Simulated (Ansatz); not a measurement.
## Fields on a plane of K2NaInP2 (space group Ibam)

```yaml
crystal:
  lattice:
    - [-3.29541, 7.42552, 3.29123]
    - [3.29541, -7.42552, 3.29123]
    - [3.29541, 7.42552, -3.29123]
  atoms:
    - { symbol: K, position: [0.82321, 0.24118, 0.06439] }
    - { symbol: K, position: [0.17679, 0.75882, 0.93561] }
    - { symbol: K, position: [0.67679, 0.74118, 0.41797] }
    - { symbol: K, position: [0.32321, 0.25882, 0.58203] }
    - { symbol: Na, position: [0.25000, 0.25000, 0.00000] }
    - { symbol: Na, position: [0.75000, 0.75000, 0.00000] }
    - { symbol: In, position: [0.75000, 0.25000, 0.50000] }
    - { symbol: In, position: [0.25000, 0.75000, 0.50000] }
    - { symbol: P, position: [0.59988, 0.21518, 0.81507] }
    - { symbol: P, position: [0.40012, 0.78482, 0.18493] }
    - { symbol: P, position: [0.90012, 0.71518, 0.61530] }
    - { symbol: P, position: [0.09988, 0.28482, 0.38470] }
```

The slice is a (010) plane (indices of the conventional cell) through the point (0.750, 0.750, 0.000) (fractional), spanned by u = [110] and v = [011] in vectors of this cell: u (6.58 Å) and v (6.59 Å, at 90° to u). It covers one period; positions are fractions (u, v).

Atoms on it: Na at (0.50, 0.00); Na at (0.00, 0.00); In at (0.00, 0.50); In at (0.50, 0.50).

The numbers are results of PBEsol (plane waves to 420 eV, PAW, scalar-relativistic; Ansatz, an electronic-structure program), not measurements. k mesh 6×6×6. Inside the PAW spheres the values are not all-electron values, and peaks at nuclei hang on which shells count as valence. K2NaInP2 was relaxed with its symmetry unable to fall.

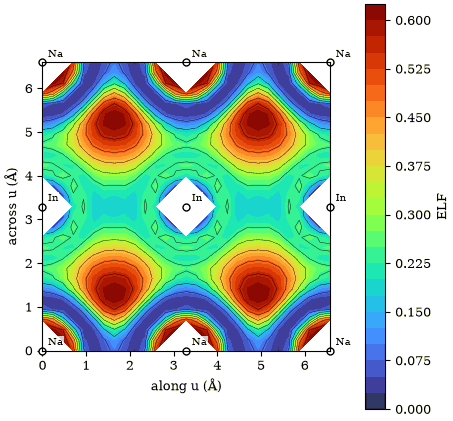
Electron localisation function (ELF), one period of the plane, atoms marked. Points within 0.5 Å of a nucleus are left white, as the pseudised field means little there.

```
|xxxxx*#%#*xxxxxxxxx*#%#*xxxx|
|xxxx=#%%%#=xxxxxxx=#%%%#=xxx|
|xxxx*%@@@%*xxxxxxx*%@@@%*xxx|
|xx=*#%@@@%#*=xxx=*#%@@@%#*=x|
|**#%%@@@@@%%#***#%%@@@@@%%#*|
|##%%@@@@@@@%%###%%@@@@@@@%%#|
|##%%@@@@@@@%%###%%@@@@@@@%%#|
|+*#%%@@@@@%%#*+*#%%@@@@@%%#*|
| .-+#%%@%%#+-. .-+#%%@%%#+-.|
|xx .=#%%%#=. xxx .=#%%%#=. x|
|xxxx.+#%#+.xxxxxxx.+#%#+.xxx|
|xxxx -*#*- xxxxxxx -*#*- xxx|
|xxxxx.+#+.xxxxxxxxx.+#+.xxxx|
|xxxxx +*+ xxxxxxxxx +*+ xxxx|
|xxxxx.+#+.xxxxxxxxx.+#+.xxxx|
|xxxx -*#*- xxxxxxx -*#*- xxx|
|xxxx.+#%#+.xxxxxxx.+#%#+.xxx|
|xx .=#%%%#=. xxx .=#%%%#=. x|
| .-+#%%@%%#+-. .-+#%%@%%#+-.|
|+*#%%@@@@@%%#*+*#%%@@@@@%%#*|
|##%%@@@@@@@%%###%%@@@@@@@%%#|
|##%%@@@@@@@%%###%%@@@@@@@%%#|
|**#%%@@@@@%%#***#%%@@@@@%%#*|
|xx=*#%@@@%#*=xxx=*#%@@@%#*=x|
|xxxx*%@@@%*xxxxxxx*%@@@%*xxx|
|xxxx=#%%%#=xxxxxxx=#%%%#=xxx|
|xxxxx*#%#*xxxxxxxxx*#%#*xxxx|
|xxxxx+#%#+xxxxxxxxx+#%#+xxxx|
```
Scale: ten equal steps from -2.00 (start of ' ') to 6.39 (end of '@'), in the order ' .:-=+*#%@'. Values: electrostatic potential energy of an electron, from the cell's mean, in eV. The map has 28 points along u (one character each, u = 0 at the left) and 28 along v (v = 0 in the bottom row). Points within 1 Å of a nucleus are blanked (x), as the pseudised field means little there. Values under -2 eV are set to -2. The zero, the cell's mean, hangs on the PAW cores.
